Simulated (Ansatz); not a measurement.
# BNH (quartet): one geometry, many settings at distance B1–H3 = 1.206 Å

What do other methods and options give for BNH (quartet) at this geometry, and how long do they take?

Computed with Ansatz 0.2.0, Gaussian basis. Level: the settings change from run to run.

19 further runs of the same task are left out: 2 for a known fault of the program, 1 for a mislabelled method, 14 that didn't finish, 2 set aside as unsound or not needed.

## Step 1: The geometry

The geometry derives from a PBE0/def2-TZVP stationary point (not a proven minimum). One bond is set to the value named and the two fragments are kept rigid.

3 atoms, charge 0, spin multiplicity 4.

Atoms are counted from 1 here; the program's logs count them from 0.

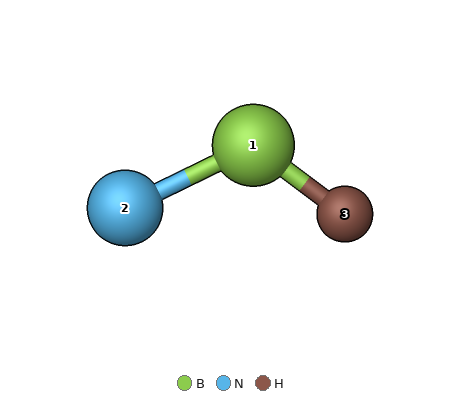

The structure; boron green, nitrogen blue, hydrogen brown; atoms are numbered from 1 in the order of the file.

## Step 2: HF/STO-3G

Contents of in.yaml:

```yaml
crystal:
  periodic: [false, false, false]
  atoms:
    - {symbol: B, position_ang: [0.000000, -0.185227, 0.772970]}
    - {symbol: N, position_ang: [0.000000, 0.087426, -0.705019]}
    - {symbol: H, position_ang: [0.000000, 0.771807, 1.506451]}
basis:
  gaussian: {orbitals: STO-3G}
magnetization: {spin_polarized: false, initial_magnetization: 3}
hamiltonian: {xc: hf}
accuracy: high
output: {forces: true, orbitals: {seedname: orbitals}}
```

The run is started by

```sh
$ ansatz run in.yaml --threads 1 --pin off --events-out ev --progress --plain --max-ram 2393MiB
```

Standard output:

```text
Functional definition: HF
  name "HF"
  cite "Fock, Z. Phys. 61, 126 (1930) doi:10.1007/BF01340294"
  parent pbe
  exchange = exact_x
  correlation = 0
168 factors; integrals over basis functions are off by at most 1.4e-8 eV
mean field evaluation 1: about -2136.3197 eV, gradient 9.0e0 eV
mean field evaluation 2: about -2136.3506 eV, gradient 8.9e0 eV
mean field evaluation 4: about -2137.4543 eV, gradient 5.2e-1 eV
mean field evaluation 8: about -2137.4635 eV, gradient 6.2e-2 eV
mean field evaluation 16: about -2071.4144 eV, gradient 1.1e2 eV
mean field -2137.46371298 eV, -78.5503426270 hartree, gradient 6.7e-9 eV, S^2 3.750000; 0 other end points of the search recorded, 0 dependent functions left out
the calculation of the forces begins
reference -2137.46371298 eV, -78.5503426270 hartree; 8, 5 occupied and 3, 6 virtual orbitals, 168 factors
Total energy: -2137.46371298 eV, -78.5503426270 hartree
Atom 0 at     0.000000    -0.185227     0.772970 Å, force     0.000000     0.615221     2.322618 eV/Å
Atom 1 at     0.000000     0.087426    -0.705019 Å, force    -0.000000     0.292356    -1.643873 eV/Å
Atom 2 at     0.000000     0.771807     1.506451 Å, force     0.000000    -0.907577    -0.678746 eV/Å
Dipole moment:     0.000000    -0.111186     0.210670 e Å
```

Wall time 0.09 s (1 thread of Arm Neoverse V1, shared host).

## Step 3: CCSD on ROHF/6-31G

in.yaml: that of step 2 with these lines changed.

```diff
@@ -7,6 +7,7 @@
 basis:
-  gaussian: {orbitals: STO-3G}
+  gaussian: {orbitals: 6-31G}
 magnetization: {spin_polarized: false, initial_magnetization: 3}
-hamiltonian: {xc: hf}
+correlation: {method: ccsd, electrons: outside_noble_gas, diis_vectors: 12}
 accuracy: high
-output: {forces: true, orbitals: {seedname: orbitals}}
+scf: {lower_state_search: full}
+output: {forces: true}
```

Same command.

Standard output, cut to the lines that bear on the results:

```text
Functional definition: HF
  name "HF"
  cite "Fock, Z. Phys. 61, 126 (1930) doi:10.1007/BF01340294"
  parent pbe
[...]
480 factors; integrals over basis functions are off by at most 3.5e-9 eV
[...]
mean field -2164.38378847 eV, -79.5396371542 hartree, gradient 2.2e-8 eV, S^2 3.750000; 11 other end points of the search recorded, 0 dependent functions left out
[...]
determinant -2164.38378847 eV, -79.5396371542 hartree, with singles and doubles -2167.37641241 eV, -79.6496140556 hartree
determinant -2162.75946685 eV, -79.4799444356 hartree, with singles and doubles -2166.13943290 eV, -79.6041558971 hartree
determinant -2162.03893699 eV, -79.4534654519 hartree, with singles and doubles -2165.21821333 eV, -79.5703017022 hartree
determinant -2162.00189814 eV, -79.4521042991 hartree, with singles and doubles -2165.39576611 eV, -79.5768266467 hartree
2 core orbitals not correlated: weight in the atoms' cores, before any rotation towards them, 1.000 or more for the frozen orbitals, at most 0.000 for the correlated occupied ones
reference -2164.38378847 eV, -79.5396371542 hartree; 6, 3 occupied and 12, 15 virtual orbitals, 480 factors
second order -2.33107002 eV of doubles, -0.05188078 eV of singles
cycle   1  -2.99288132 eV  change   -2.6e-4 eV  update   2.1e-3
[...]
cycle  21  -2.99437258 eV  change   1.4e-10 eV  update  4.9e-10
[...]
Total energy: -2167.37816105 eV, -79.6496783169 hartree
Atom 0 at     0.000000    -0.185227     0.772970 Å, force     0.000000    -0.394414     1.244573 eV/Å
Atom 1 at     0.000000     0.087426    -0.705019 Å, force    -0.000000     0.236562    -1.398700 eV/Å
Atom 2 at     0.000000     0.771807     1.506451 Å, force    -0.000000     0.157852     0.154126 eV/Å
Dipole moment:     0.000000    -0.043292     0.237038 e Å
```

Run time: 1.1 s. Hardware: 1 thread of Arm Neoverse V1, shared host.

From the report: correlation -2.9944 eV; T1 0.024; largest double amplitude 0.03.

## Step 4: BCCD(T)/STO-3G

Contents of in.yaml:

```yaml
crystal:
  periodic: [false, false, false]
  atoms:
    - {symbol: B, position_ang: [0.000000, -0.185227, 0.772970]}
    - {symbol: N, position_ang: [0.000000, 0.087426, -0.705019]}
    - {symbol: H, position_ang: [0.000000, 0.771807, 1.506451]}
basis:
  gaussian: {orbitals: STO-3G}
magnetization: {spin_polarized: true, initial_magnetization: 3}
hamiltonian: {xc: {name: PBE}, pseudopotentials: {relativity: scalar}}
correlation: {method: bccd_t, electrons: all, diis_vectors: 4}
accuracy: high
scf: {omitted_lower_state_checks: [cluster_reference]}
output: {forces: true}
```

Same command.

Standard output, cut to the lines that bear on the results:

```text
Functional definition: PBE
  name "PBE"
  cite "Perdew, Burke & Ernzerhof, Phys. Rev. Lett. 77, 3865 (1996) doi:10.1103/PhysRevLett.77.3865"
  parent pbe
[...]
168 factors; integrals over basis functions are off by at most 2.7e-8 eV
[...]
mean field -2145.59041016 eV, -78.8489932401 hartree, gradient 4.4e-8 eV, S^2 3.751113; 3 other end points of the search recorded, 0 dependent functions left out
reference -2137.87172913 eV, -78.5653369439 hartree; 8, 5 occupied and 3, 6 virtual orbitals, 168 factors
second order -1.18150110 eV of doubles, -0.25522055 eV of singles
cycle   1  -1.64650870 eV  change   -2.2e-1 eV  update   4.9e-2
[...]
cycle  30  -1.81315743 eV  change  -7.5e-11 eV  update   1.3e-9
perturbative correction -0.03453323 eV, -0.0012690726 hartree
[...]
Total energy: -2139.71941979 eV, -78.6332383232 hartree
Relativity: scalar
Atom 0 at     0.000000    -0.185227     0.772970 Å, force    -0.000000    -0.401954     2.394153 eV/Å
Atom 1 at     0.000000     0.087426    -0.705019 Å, force     0.000000     0.502732    -2.154261 eV/Å
Atom 2 at     0.000000     0.771807     1.506451 Å, force     0.000000    -0.100778    -0.239892 eV/Å
Dipole moment:     0.000000    -0.088370     0.135837 e Å
Checks for a lower state left out: cluster_reference
```

Run time: 1.9 s. Hardware: 1 thread of Arm Neoverse V1, shared host.

From the report: ⟨S²⟩ of the determinant 3.751 (pure quartet: 3.75); correlation -1.8477 eV; largest double amplitude 0.05.

## Step 5: NEVPT2(3,7)/cc-pVDZ

Contents of in.yaml:

```yaml
crystal:
  periodic: [false, false, false]
  atoms:
    - {symbol: B, position_ang: [0.000000, -0.185227, 0.772970]}
    - {symbol: N, position_ang: [0.000000, 0.087426, -0.705019]}
    - {symbol: H, position_ang: [0.000000, 0.771807, 1.506451]}
basis:
  gaussian: {orbitals: cc-pVDZ, point_charges: [{charge: 0.50, position_ang: [4.474, -0.560, -0.293]}]}
magnetization: {spin_polarized: false, initial_magnetization: 3}
correlation: {method: sc_nevpt2, electrons: outside_noble_gas, active_space: {window: {electrons: 3, orbitals: 7}}}
scf: {lower_state_search: full}
output: {forces: true}
```

Same command.

Standard output, cut to the lines that bear on the results:

```text
Functional definition: HF
  name "HF"
  cite "Fock, Z. Phys. 61, 126 (1930) doi:10.1007/BF01340294"
  parent pbe
[...]
312 factors; integrals over basis functions are off by at most 9.0e-4 eV
[...]
mean field -2165.26459036 eV, -79.5720060267 hartree, gradient 2.2e-6 eV, S^2 3.750000; 8 other end points of the search recorded, 0 dependent functions left out
reference -2165.26459036 eV, -79.5720060267 hartree; 8, 5 occupied and 25, 28 virtual orbitals, 312 factors
state -2165.44271641 eV, -79.5785520382 hartree
state -2165.44271641 eV, -79.5785520382 hartree; corrected -2169.60462751 eV, -79.7314994503 hartree
[...]
Total energy: -2169.60462751 eV, -79.7314994503 hartree
Atom 0 at     0.000000    -0.185227     0.772970 Å, force    -0.020805    -0.051001     0.288439 eV/Å
Atom 1 at     0.000000     0.087426    -0.705019 Å, force     0.025464     0.020721    -0.371738 eV/Å
Atom 2 at     0.000000     0.771807     1.506451 Å, force    -0.020921     0.034565     0.099015 eV/Å
Dipole moment:    -0.054031     0.007016     0.159177 e Å
```

Wall time 1 s (1 thread of Arm Neoverse V1, shared host).

From the report: 35 determinants; active occupations 1.00, 1.00, 1.00, 0.00, 0.00, 0.00, 0.00.

## Step 6: HF/def2-SVPD

Contents of in.yaml:

```yaml
crystal:
  periodic: [false, false, false]
  atoms:
    - {symbol: B, position_ang: [0.000000, -0.185227, 0.772970]}
    - {symbol: N, position_ang: [0.000000, 0.087426, -0.705019]}
    - {symbol: H, position_ang: [0.000000, 0.771807, 1.506451]}
basis:
  gaussian: {orbitals: def2-SVPD}
magnetization: {spin_polarized: true, initial_magnetization: 3}
hamiltonian: {xc: hf}
scf: {lower_state_search: full}
output: {orbitals: {seedname: orbitals}}
```

Same command.

Standard output:

```text
Functional definition: HF
  name "HF"
  cite "Fock, Z. Phys. 61, 126 (1930) doi:10.1007/BF01340294"
  parent pbe
  exchange = exact_x
  correlation = 0
506 factors; their error is unknown
mean field evaluation 1: about -2162.1322 eV, gradient 9.9e0 eV
mean field evaluation 2: about -2163.1817 eV, gradient 3.9e0 eV
mean field evaluation 4: about -2163.4852 eV, gradient 8.5e-1 eV
mean field evaluation 8: about -2163.5382 eV, gradient 1.6e-1 eV
mean field evaluation 16: about -2163.5758 eV, gradient 8.9e-6 eV
mean field evaluation 32: about -2162.5539 eV, gradient 1.9e0 eV
mean field evaluation 64: about -2163.5758 eV, gradient 4.1e-4 eV
mean field evaluation 96: about -2161.8418 eV, gradient 6.6e-2 eV
mean field -2163.57583975 eV, -79.5099455864 hartree, gradient 9.7e-6 eV, S^2 3.762380; 5 other end points of the search recorded, 0 dependent functions left out
reference -2163.57583975 eV, -79.5099455864 hartree; 8, 5 occupied and 40, 43 virtual orbitals, 506 factors
Total energy: -2163.57583975 eV, -79.5099455864 hartree
```

Wall time 0.45 s (1 thread of Arm Neoverse V1, shared host).

From the report: ⟨S²⟩ of the determinant 3.762 (pure quartet: 3.75).

## Step 7: MP2 on ROHF/def2-SVPD

Contents of in.yaml:

```yaml
crystal:
  periodic: [false, false, false]
  atoms:
    - {symbol: B, position_ang: [0.000000, -0.185227, 0.772970]}
    - {symbol: N, position_ang: [0.000000, 0.087426, -0.705019]}
    - {symbol: H, position_ang: [0.000000, 0.771807, 1.506451]}
basis:
  gaussian: {orbitals: def2-SVPD}
magnetization: {spin_polarized: false, initial_magnetization: 3}
correlation: {method: mp2, electrons: valence}
accuracy: high
scf: {lower_state_search: off}
```

The command is unchanged.

Standard output, cut to the lines that bear on the results:

```text
Functional definition: HF
  name "HF"
  cite "Fock, Z. Phys. 61, 126 (1930) doi:10.1007/BF01340294"
  parent pbe
[...]
975 factors; integrals over basis functions are off by at most 3.1e-9 eV
[...]
mean field -2163.40238901 eV, -79.5035713892 hartree, gradient 1.4e-8 eV, S^2 3.750000; 0 other end points of the search recorded, 0 dependent functions left out
2 core orbitals not correlated: weight in the atoms' cores, before any rotation towards them, 1.000 or more for the frozen orbitals, at most 0.000 for the correlated occupied ones
reference -2163.40238901 eV, -79.5035713892 hartree; 6, 3 occupied and 40, 43 virtual orbitals, 975 factors
second order -4.34453702 eV of doubles, -0.11057496 eV of singles
Total energy: -2167.85750099 eV, -79.6672937349 hartree
Checks for a lower state left out: stability, starts, cluster_reference, orbital_swaps, neighbouring_geometries, increment
```

Run time: 0.42 s. Hardware: 1 thread of Arm Neoverse V1, shared host.

## Step 8: CCSD on ROHF/aug-cc-pVDZ

in.yaml: that of step 7 with these lines changed.

```diff
@@ -7,6 +7,4 @@
 basis:
-  gaussian: {orbitals: def2-SVPD}
+  gaussian: {orbitals: aug-cc-pVDZ}
 magnetization: {spin_polarized: false, initial_magnetization: 3}
-correlation: {method: mp2, electrons: valence}
-accuracy: high
-scf: {lower_state_search: off}
+correlation: {method: ccsd, electrons: outside_noble_gas}
```

Launched as before.

Standard output, cut to the lines that bear on the results:

```text
Functional definition: HF
  name "HF"
  cite "Fock, Z. Phys. 61, 126 (1930) doi:10.1007/BF01340294"
  parent pbe
[...]
543 factors; integrals over basis functions are off by at most 8.4e-4 eV
[...]
mean field -2165.43958931 eV, -79.5784371194 hartree, gradient 1.3e-6 eV, S^2 3.750000; 5 other end points of the search recorded, 0 dependent functions left out
determinant -2165.43958931 eV, -79.5784371194 hartree, with singles and doubles -2170.69512641 eV, -79.7715745457 hartree
determinant -2163.63946357 eV, -79.5122837185 hartree, with singles and doubles -2169.22626795 eV, -79.7175949929 hartree
determinant -2162.98095895 eV, -79.4880841204 hartree, with singles and doubles -2168.64776696 eV, -79.6963354734 hartree
determinant -2162.93021611 eV, -79.4862193551 hartree, with singles and doubles -2168.46480972 eV, -79.6896119189 hartree
2 core orbitals not correlated: weight in the atoms' cores, before any rotation towards them, 1.000 or more for the frozen orbitals, at most 0.000 for the correlated occupied ones
reference -2165.43958931 eV, -79.5784371194 hartree; 6, 3 occupied and 47, 50 virtual orbitals, 543 factors
second order -4.32248786 eV of doubles, -0.10813139 eV of singles
cycle   1  -5.25575419 eV  change   -2.2e-1 eV  update   2.1e-2
[...]
cycle  12  -5.28121846 eV  change   -6.3e-7 eV  update   6.8e-6
Total energy: -2170.72080777 eV, -79.7725183180 hartree
```

Wall time 2.2 s (1 thread of Arm Neoverse V1, shared host).

From the report: correlation -5.2812 eV; T1 0.024; largest double amplitude 0.02.

## Step 9: CASSCF(5,4)/cc-pVDZ

in.yaml: that of step 8 with these lines changed.

```diff
@@ -7,4 +7,5 @@
 basis:
-  gaussian: {orbitals: aug-cc-pVDZ}
+  gaussian: {orbitals: cc-pVDZ}
 magnetization: {spin_polarized: false, initial_magnetization: 3}
-correlation: {method: ccsd, electrons: outside_noble_gas}
+correlation: {active_space: {window: {electrons: 5, orbitals: 4}}}
+output: {forces: true}
```

Same command.

Standard output, cut to the lines that bear on the results:

```text
Functional definition: HF
  name "HF"
  cite "Fock, Z. Phys. 61, 126 (1930) doi:10.1007/BF01340294"
  parent pbe
[...]
312 factors; integrals over basis functions are off by at most 9.0e-4 eV
[...]
mean field -2165.29740365 eV, -79.5732118928 hartree, gradient 2.3e-6 eV, S^2 3.750000; 2 other end points of the search recorded, 0 dependent functions left out
reference -2165.29740365 eV, -79.5732118928 hartree; 8, 5 occupied and 25, 28 virtual orbitals, 312 factors
state -2165.29740365 eV, -79.5732118928 hartree
[...]
Total energy: -2165.29740365 eV, -79.5732118928 hartree
Atom 0 at     0.000000    -0.185227     0.772970 Å, force     0.000000     0.227555    -0.034646 eV/Å
Atom 1 at     0.000000     0.087426    -0.705019 Å, force    -0.000000    -0.100636    -0.032862 eV/Å
Atom 2 at     0.000000     0.771807     1.506451 Å, force    -0.000000    -0.126918     0.067508 eV/Å
Dipole moment:    -0.000000    -0.025024     0.209541 e Å
```

Run time: 0.3 s. Hardware: 1 thread of Arm Neoverse V1, shared host.

From the report: 4 determinants; active occupations 2.00, 1.00, 1.00, 1.00. With so small a space the active step adds no correlation: the energy is the mean field's.

## Step 10: BCCD/6-31G

in.yaml: that of step 9 with these lines changed.

```diff
@@ -7,5 +7,6 @@
 basis:
-  gaussian: {orbitals: cc-pVDZ}
+  gaussian: {orbitals: 6-31G}
 magnetization: {spin_polarized: false, initial_magnetization: 3}
-correlation: {active_space: {window: {electrons: 5, orbitals: 4}}}
-output: {forces: true}
+hamiltonian: {xc: {name: PBE0}}
+correlation: {method: bccd, electrons: outside_noble_gas}
+accuracy: high
```

Same command.

Standard output, cut to the lines that bear on the results:

```text
Functional definition: PBE0
  name "PBE0"
  cite "Adamo & Barone, J. Chem. Phys. 110, 6158 (1999) doi:10.1063/1.478522"
  cite "Perdew, Burke & Ernzerhof, Phys. Rev. Lett. 77, 3865 (1996) doi:10.1103/PhysRevLett.77.3865"
  parent pbe
[...]
480 factors; integrals over basis functions are off by at most 3.5e-9 eV
[...]
mean field -2172.93993686 eV, -79.8540698081 hartree, gradient 2.4e-8 eV, S^2 3.750000; 2 other end points of the search recorded, 0 dependent functions left out
[...]
2 core orbitals not correlated: weight in the atoms' cores, before any rotation towards them, 1.000 or more for the frozen orbitals, at most 0.000 for the correlated occupied ones
reference -2164.18489352 eV, -79.5323278997 hartree; 6, 3 occupied and 12, 15 virtual orbitals, 480 factors
second order -2.51261419 eV of doubles, -0.17393988 eV of singles
cycle   1  -2.98289999 eV  change   -3.0e-1 eV  update   5.3e-2
[...]
cycle  28  -3.16135101 eV  change  -4.1e-10 eV  update  5.7e-10
Total energy: -2167.34624453 eV, -79.6485054065 hartree
```

Run time: 1.6 s. Hardware: 1 thread of Arm Neoverse V1, shared host.

From the report: correlation -3.1614 eV; largest double amplitude 0.03.

## Step 11: All runs side by side

Where basis and cores are those of an earlier UCCSDT(Q)/cc-pVDZ run (-2170.5045 eV), and the state is the same kind, the miss against it is given.

| level | correlated | functions | energy (eV) | from UCCSDT(Q) (meV) | time |
| --- | --- | --- | --- | --- | --- |
| HF/STO-3G |  | 11 | -2137.4637 |  | 0.09 s |
| CCSD on ROHF/6-31G | outside noble gas | 20 | -2167.3782 |  | 1.1 s |
| BCCD(T)/STO-3G (on PBE orbitals, relativity set) | all | 11 | -2139.7194 |  | 1.9 s |
| NEVPT2(3,7)/cc-pVDZ (beside a point charge) | outside noble gas | 33 | -2169.6046 |  | 1 s |
| HF/def2-SVPD |  | 48 | -2163.5758 |  | 0.45 s |
| MP2 on ROHF/def2-SVPD | valence | 48 | -2167.8575 |  | 0.42 s |
| CCSD on ROHF/aug-cc-pVDZ | outside noble gas | 55 | -2170.7208 |  | 2.2 s |
| CASSCF(5,4)/cc-pVDZ |  | 33 | -2165.2974 | 5207.1 | 0.3 s |
| BCCD/6-31G (on PBE0 orbitals) | outside noble gas | 20 | -2167.3462 |  | 1.6 s |

## Step 12: Outcome

```
quantity                            value
    runs                                9
quickest                HF/STO-3G, 0.09 s
 slowest  CCSD on ROHF/aug-cc-pVDZ, 2.2 s
```

Total energies in different bases, with other cores or another treatment of relativity can't be set against each other. CCSD on ROHF/aug-cc-pVDZ took 25 times as long as HF/STO-3G; the jobs differ in more than the method. Hartree-Fock, CASSCF and CASCI lack dynamic correlation by design.
